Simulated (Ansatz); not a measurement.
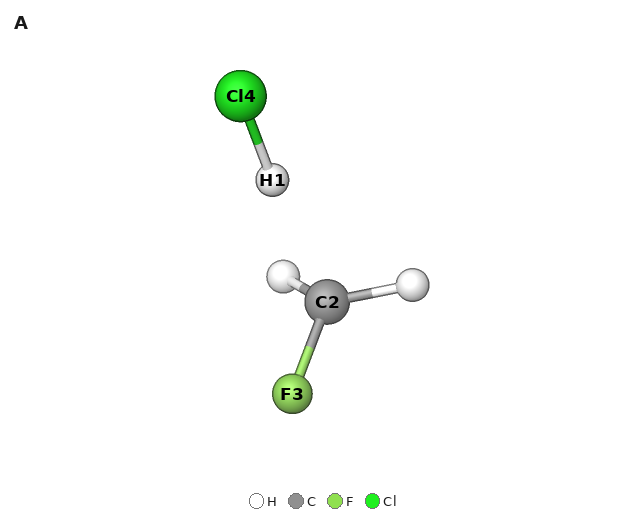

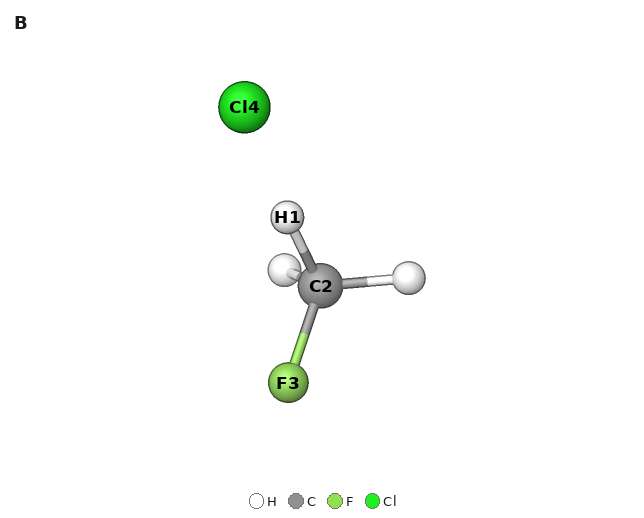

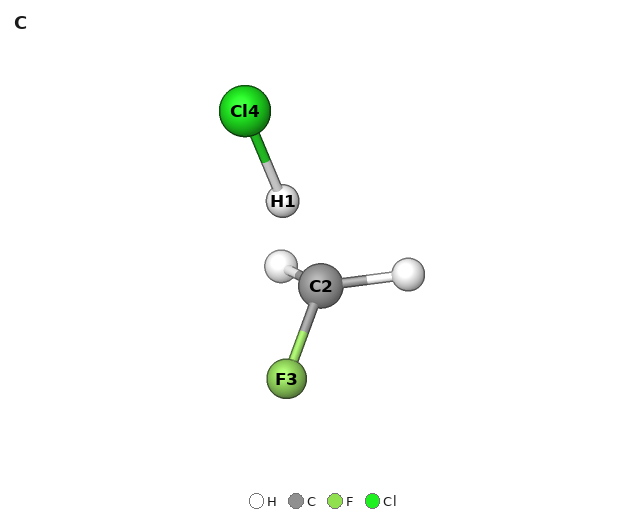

Three stationary points along one reaction path, in mixed order. Sticks follow a distance rule, so a partial bond may show as a full stick or not at all. The species is neutral and a spin doublet. Geometries: PBE0-D4/def2-TZVP; all other levels are single points on them, and energies count from the start as drawn. Program: Ansatz 0.2.0. In CBS estimates cores are frozen, and CCSD(T) − MP2 is taken in the smaller basis.

Question: Which panel shows the transition state?

Answer: C.

Question: Which bonds form and which break from B to A?

Answer: Formed: H1–Cl4; broken: H1–C2. At the saddle point H1···Cl4 is 1.45 Å, H1···C2 is 1.41 Å.

Give the electronic barrier and the reaction energy from B to A in eV (no zero-point energy) with CCSD(T)/CBS (MP2 limit from def2-TZVPP and def2-QZVPP plus CCSD(T) − MP2); SPW92 (LDA)/def2-TZVPP.

| level | barrier | reaction energy |
| --- | --- | --- |
| CCSD(T)/CBS (MP2 limit from def2-TZVPP and def2-QZVPP plus CCSD(T) − MP2) | 0.042 | −0.170 |
| SPW92 (LDA)/def2-TZVPP | −0.005 | +0.179 |

Where the saddle lies below an end point, that level has no barrier at this geometry, which was found with another level.
